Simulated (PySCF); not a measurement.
B(Me)(Vi)(NH2), SMILES C=CB(C)N, PBE0/def2-SVP optimised geometry. Atoms within 1.6 Å of the plane z = 0.0 Å (x, y, z in Å): B1 (-0.10, -0.58, 0.00), C2 (-0.91, -1.94, 0.00), H3 (-1.60, -1.99, 0.86), H4 (-0.28, -2.84, 0.02), H5 (-1.55, -2.00, -0.90), C6 (-0.86, 0.80, 0.00), C7 (-0.43, 1.91, 0.60), H8 (-1.85, 0.85, -0.48), H9 (-1.01, 2.84, 0.62), H10 (0.53, 1.94, 1.14), N11 (1.30, -0.58, 0.00), H12 (1.85, -1.43, 0.04), H13 (1.85, 0.27, -0.05).

Computed with PBE0/def2-TZVP in PySCF. Cells within 0.4 Å of a nucleus heavier than hydrogen are left out (blank, or x).

Map of the electron localisation function on the plane z = 0.0 Å:

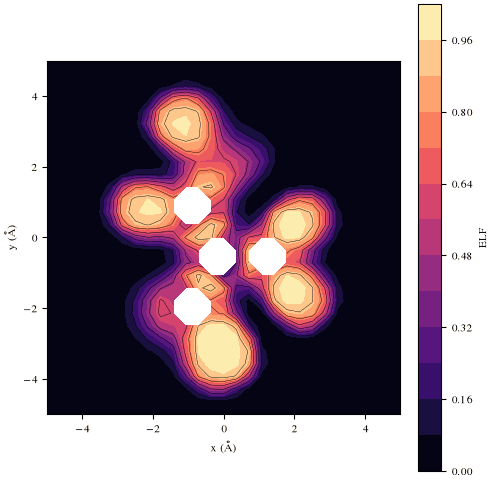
*Electron localisation function on the plane z = 0.0 Å.*
